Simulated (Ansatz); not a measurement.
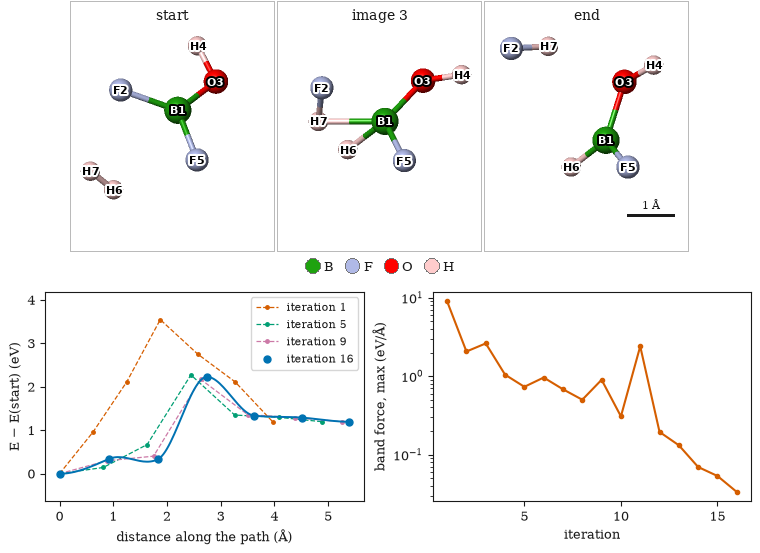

NEB run on BH₃OF₂, made up at the start of BHOF2 and H2. Images are numbered from 0 (start) to 6 (end). The plot follows the band through its iterations. The picture is a ball-and-stick view, seen from a free direction.

Level of theory: RKS B3LYP-D4/def2-SVP in Ansatz.

Input file:
```yaml
crystal:
  periodic: [false, false, false]
  atoms:
    - { symbol: B, position_ang: [-0.112566, -0.493415, -0.124502] }
    - { symbol: F, position_ang: [-0.003998, -0.769455, 1.17406] }
    - { symbol: O, position_ang: [0.953614, -0.496406, -0.944626] }
    - { symbol: H, position_ang: [1.781022, -0.707754, -0.493798] }
    - { symbol: F, position_ang: [-1.310737, -0.220719, -0.609169] }
    - { symbol: H, position_ang: [0.221952, 2.371989, 0.820149] }
    - { symbol: H, position_ang: [0.189013, 1.889359, 1.407187] }
basis:
  gaussian: { orbitals: def2-SVP }
hamiltonian:
  xc: b3lyp
  dispersion: d4
neb:
  order_check: false
  images: 5
  f_tol: 0.05
  max_iterations: 60
  final_atoms:
    - { symbol: B, position_ang: [-0.20177894, 0.59788813, -0.48905061] }
    - { symbol: F, position_ang: [0.33394291, -0.00523102, 2.282414] }
    - { symbol: O, position_ang: [1.05786031, 0.12771571, -0.27186142] }
    - { symbol: H, position_ang: [1.18458898, -0.7760329, -0.60171049] }
    - { symbol: F, position_ang: [-1.09284188, -0.18472154, -1.08416809] }
    - { symbol: H, position_ang: [-0.47890311, 1.71687108, -0.16391928] }
    - { symbol: H, position_ang: [0.91543173, 0.09710954, 1.55759688] }
  initial_path:
    images:
      - { positions_ang: [[-0.112566, -0.493415, -0.124502], [-0.003998, -0.769455, 1.17406], [0.953614, -0.496406, -0.944626], [1.781022, -0.707754, -0.493798], [-1.310737, -0.220719, -0.609169], [0.221952, 2.371989, 0.820149], [0.189013, 1.889359, 1.407187]] }
      - { positions_ang: [[-0.07532302, -0.33075711, -0.08019346], [0.00454259, -0.50228886, 1.3419906], [1.03929047, -0.33543829, -0.86739612], [1.69223673, -0.79407426, -0.61272425], [-1.25805302, -0.15632021, -0.61804914], [0.1689237, 2.05384069, 0.69529142], [0.14668255, 1.63863703, 1.37038195]] }
      - { positions_ang: [[-0.03808005, -0.16809921, -0.03588491], [0.01308319, -0.23512272, 1.5099212], [1.12496694, -0.17447058, -0.79016625], [1.60345146, -0.88039451, -0.7316505], [-1.20536905, -0.09192142, -0.62692928], [0.1158954, 1.73569238, 0.57043384], [0.10435211, 1.38791506, 1.33357689]] }
      - { positions_ang: [[-0.00083707, -0.00544132, 0.00842363], [0.02162378, 0.03204342, 1.6778518], [1.21064341, -0.01350286, -0.71293637], [1.51466619, -0.96671477, -0.85057674], [-1.15268507, -0.02752263, -0.63580942], [0.0628671, 1.41754406, 0.44557626], [0.06202166, 1.1371931, 1.29677184]] }
      - { positions_ang: [[-0.0678177, 0.1956685, -0.15740111], [0.12573016, 0.01961861, 1.87937253], [1.15971571, 0.03356999, -0.56591139], [1.40464045, -0.90315415, -0.76762133], [-1.13273734, -0.07992226, -0.78526231], [-0.11772297, 1.51731973, 0.24241108], [0.34649168, 0.79049858, 1.38371352]] }
      - { positions_ang: [[-0.13479832, 0.39677832, -0.32322586], [0.22983654, 0.00719379, 2.08089327], [1.10878801, 0.08064285, -0.4188864], [1.29461472, -0.83959353, -0.68466591], [-1.11278961, -0.1323219, -0.9347152], [-0.29831304, 1.6170954, 0.0392459], [0.63096171, 0.44380406, 1.4706552]] }
      - { positions_ang: [[-0.20177894, 0.59788813, -0.48905061], [0.33394291, -0.00523102, 2.282414], [1.05786031, 0.12771571, -0.27186142], [1.18458898, -0.7760329, -0.60171049], [-1.09284188, -0.18472154, -1.08416809], [-0.47890311, 1.71687108, -0.16391928], [0.91543173, 0.09710954, 1.55759688]] }
```

Command:
```bash
ansatz run input.yaml --threads 1 --pin off --max-ram 2048MiB --backend cpu --events-out ev --progress --plain --runs-dir out
```

> How did the profile develop, and is the result final?

The result is final at these settings. The band converged in 16 iterations. The largest component of the band force went from 9 to 0.033 eV/Å. The climbing image converged on the top of the path. Its vibrational analysis gives one imaginary mode (1204i cm⁻¹), as a transition state must have. The first iteration put the highest image at 3.55 eV. The energy climbs by 2.23 eV to image 3 and then falls by 1.03 eV, so the end point sits at +1.20 eV.

Limits of the set-up: the start holds two separate molecules, 2.7 Å apart at their closest, whose relative position is a soft coordinate.

Cost: 3.6 min on 1 thread of Intel(R) Xeon(R) Platinum 8175M CPU @ 2.50GHz (Skylake/Cascade Lake), on a shared host, peak memory 0.15 GiB.
